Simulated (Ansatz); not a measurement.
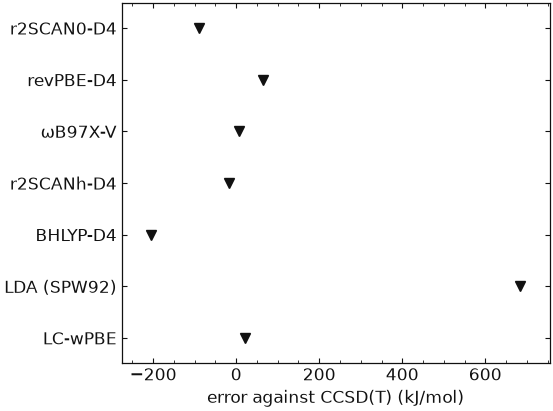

Error in the electronic atomisation energy (method less reference, so positive means overbinding) of C₂H₂O₃, SMILES O=C=C(O)O: functionals in def2-TZVPP against frozen-core CCSD(T) at the limit (MP2 extrapolated from triple and quadruple zeta, plus CCSD(T) less MP2 in a smaller set), which gives 3000.3 kJ/mol, at a PBE0-D4/def2-TZVP geometry (a minimum by its frequencies), no zero-point or spin-orbit term, the Ansatz code. The reference leaves out core correlation, a term that grows with the number of heavy atoms. No dispersion term is added to LC-wPBE.

**Which of these levels overbind, and which underbind?**

Overbind: revPBE-D4 and LDA (SPW92). Underbind: r2SCAN0-D4 and BHLYP-D4. Within 25 kJ/mol of zero, too close to call in view of what the reference leaves out: ωB97X-V, r2SCANh-D4 and LC-wPBE.

**Give the values.**

```tsv
level	kJ/mol
r2SCAN0-D4	−90.4
revPBE-D4	64.0
ωB97X-V	7.1
r2SCANh-D4	−17.2
BHLYP-D4	−204.7
LDA (SPW92)	683.9
LC-wPBE	21.0
```
